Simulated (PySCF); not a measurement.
## Two runs on BSiN₂H₇

System: BSiN₂H₇, SMILES BN[SiH2]N.
Method of run A: GIAO PBE0/STO-3G NMR shielding, non-relativistic, gas phase (PySCF 2.14.0).

The geometry comes from this level: PBE0-D3(BJ)/def2-SVP. Text and figures count atoms from 1; the logs count them from 0 in places.

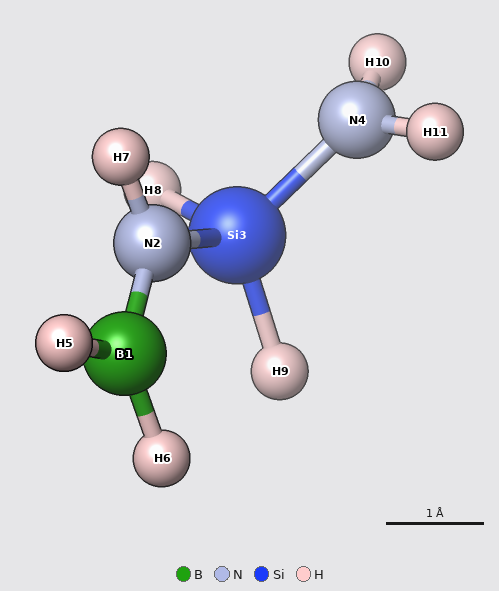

Fig. 1: The structure as given in the input (ball-and-stick view, seen at a tilt; atoms are numbered from 1 in the order of the input).

**The input, run A**
```
{"job": {"kind": "nmr", "xc": "PBE0", "basis": "STO-3G", "pop": true}, "charge": 0, "multiplicity": 1}
B      2.043274     0.141229    -0.485978
N      0.876316     0.234783     0.283384
Si    -0.647944    -0.607242     0.028421
N     -1.938371     0.533155     0.047023
H      3.020739     0.785849    -0.175205
H      2.057001    -0.582839    -1.456557
H      0.899088     0.866168     1.080684
H     -0.954927    -1.544618     1.150404
H     -0.442256    -1.371567    -1.236211
H     -2.824057     0.295326     0.476068
H     -2.052254     1.222810    -0.686576
```

The first line tells a small driver script what to run in PySCF; the rest is the geometry in Å.

Launched with:
```bash
OMP_NUM_THREADS=1 python <driver script> task.json out
```

Hardware: 1 CPU thread, shared host.

**Output (run A)**
```
coarse grid: 9176 points
cycle   1  E = -422.6486789374  dE =  1.049e-01  |g| = 5.403e-01  |ddm| = 3.854e+00
cycle   2  E = -422.6315612458  dE =  1.712e-02  |g| = 6.135e-01  |ddm| = 1.428e+00
cycle   3  E = -422.7382475069  dE = -1.067e-01  |g| = 9.314e-02  |ddm| = 8.003e-01
cycle   4  E = -422.7409583405  dE = -2.711e-03  |g| = 1.912e-02  |ddm| = 1.426e-01
cycle   5  E = -422.7410664025  dE = -1.081e-04  |g| = 3.426e-03  |ddm| = 3.017e-02
cycle   6  E = -422.7410709025  dE = -4.500e-06  |g| = 3.596e-04  |ddm| = 6.156e-03
final grid: 82728 points
cycle   7  E = -422.7240915969  dE = -7.519e-06  |g| = 3.486e-03  |ddm| = 1.267e-02
cycle   8  E = -422.7240925124  dE = -9.155e-07  |g| = 3.147e-03  |ddm| = 8.869e-03
cycle   9  E = -422.7240954301  dE = -2.918e-06  |g| = 5.016e-04  |ddm| = 4.367e-03
cycle  10  E = -422.7240955112  dE = -8.114e-08  |g| = 8.878e-05  |ddm| = 7.146e-04
cycle  11  E = -422.7240955135  dE = -2.269e-09  |g| = 1.562e-05  |ddm| = 1.314e-04
cycle  12  E = -422.7240955136  dE = -8.140e-11  |g| = 2.216e-06  |ddm| = 2.415e-05
converged SCF energy = -422.7240955136

GIAO shielding tensors (ppm)
atom      isotropic    diamagn.    paramagn.     s11        s22        s33       span
  0 B       84.569     198.515    -113.947     49.015     63.029    141.662     92.647
  1 N      247.020     312.326     -65.306    157.174    264.080    319.805    162.631
  2 Si     541.981     867.226    -325.244    495.599    540.797    589.548     93.949
  3 N      332.851     312.409      20.442    296.082    306.168    396.304    100.222
  4 H       28.023      30.753      -2.730     25.951     28.056     30.060      4.109
  5 H       28.238      32.261      -4.022     25.505     27.899     31.312      5.807
  6 H       28.916      30.974      -2.057     22.982     28.499     35.268     12.286
  7 H       29.827      31.292      -1.465     25.843     27.410     36.229     10.386
  8 H       29.592      32.093      -2.501     25.338     27.832     35.607     10.269
  9 H       33.837      30.309       3.528     24.356     29.900     47.254     22.898
 10 H       34.013      30.776       3.236     24.478     30.856     46.703     22.225
```

The input of run B differs as follows (lines with − go, lines with + come):
```diff
-"basis": "STO-3G"
+"basis": "6-31G"
```

Predict how the results change.

The total energy of run B is 3144.6 kcal/mol lower, which measures the change of basis and not a stability. The HOMO goes from −4.12 to −7.28 eV. The LUMO goes from 4.22 to 0.54 eV. The dipole moment goes from 2.87 to 2.65 D. Of all shieldings, the largest change is that of N2, by −104.1 ppm. The SCF takes 13 iterations against 12. The basis functions go from 31 to 54.

**Output (run B)**
```
coarse grid: 9176 points
cycle   1  E = -427.7198051262  dE =  1.891e-01  |g| = 4.894e-01  |ddm| = 2.866e+00
cycle   2  E = -427.6799333615  dE =  3.987e-02  |g| = 6.490e-01  |ddm| = 9.442e-01
cycle   3  E = -427.7748104088  dE = -9.488e-02  |g| = 5.526e-02  |ddm| = 5.770e-01
cycle   4  E = -427.7756763566  dE = -8.659e-04  |g| = 1.867e-02  |ddm| = 8.058e-02
cycle   5  E = -427.7757582223  dE = -8.187e-05  |g| = 7.883e-03  |ddm| = 2.088e-02
cycle   6  E = -427.7757723802  dE = -1.416e-05  |g| = 9.828e-04  |ddm| = 7.439e-03
cycle   7  E = -427.7757726821  dE = -3.018e-07  |g| = 9.515e-05  |ddm| = 1.508e-03
final grid: 82728 points
cycle   8  E = -427.7353369683  dE = -6.200e-06  |g| = 7.375e-03  |ddm| = 1.323e-02
cycle   9  E = -427.7353244647  dE =  1.250e-05  |g| = 1.061e-02  |ddm| = 1.458e-02
cycle  10  E = -427.7353494962  dE = -2.503e-05  |g| = 6.880e-04  |ddm| = 8.423e-03
cycle  11  E = -427.7353496318  dE = -1.355e-07  |g| = 1.700e-04  |ddm| = 7.126e-04
cycle  12  E = -427.7353496377  dE = -5.926e-09  |g| = 6.359e-05  |ddm| = 2.004e-04
cycle  13  E = -427.7353496387  dE = -9.962e-10  |g| = 6.893e-06  |ddm| = 6.479e-05
converged SCF energy = -427.7353496387

GIAO shielding tensors (ppm)
atom      isotropic    diamagn.    paramagn.     s11        s22        s33       span
  0 B       76.478     194.506    -118.028     45.662     50.202    133.571     87.909
  1 N      142.939     327.415    -184.475     34.584    154.988    239.246    204.662
  2 Si     444.587     879.857    -435.270    407.195    448.571    477.994     70.800
  3 N      257.173     323.253     -66.081    226.325    265.269    279.924     53.599
  4 H       26.574      29.333      -2.759     24.751     27.000     27.972      3.221
  5 H       26.691      30.305      -3.614     24.150     26.754     29.169      5.018
  6 H       28.315      31.592      -3.277     23.678     27.502     33.765     10.087
  7 H       27.464      29.564      -2.101     23.550     25.545     33.296      9.746
  8 H       27.389      29.955      -2.567     23.215     26.056     32.896      9.681
  9 H       32.667      30.335       2.332     25.072     27.681     45.248     20.177
 10 H       32.853      30.660       2.193     24.967     28.983     44.611     19.644
```

**The two runs side by side**

| quantity | run A | run B |
| --- | --- | --- |
| outcome | converged | converged |
| total energy (hartree) | −422.724096 | −427.735350 |
| HOMO (eV) | −4.12 | −7.28 |
| LUMO (eV) | 4.22 | 0.54 |
| dipole moment (D) | 2.87 | 2.65 |
| shielding of B1 (ppm) | 84.6 | 76.5 |
| shielding of N2 (ppm) | 247.0 | 142.9 |
| shielding of Si3 (ppm) | 542.0 | 444.6 |
| shielding of N4 (ppm) | 332.9 | 257.2 |
| shielding of H6 (ppm) | 28.2 | 26.7 |
| shielding of H8 (ppm) | 29.8 | 27.5 |
| shielding of H9 (ppm) | 29.6 | 27.4 |
| SCF iterations | 12 | 13 |
| basis functions | 31 | 54 |
| wall time (shared host) | 2.1 s | 3.9 s |
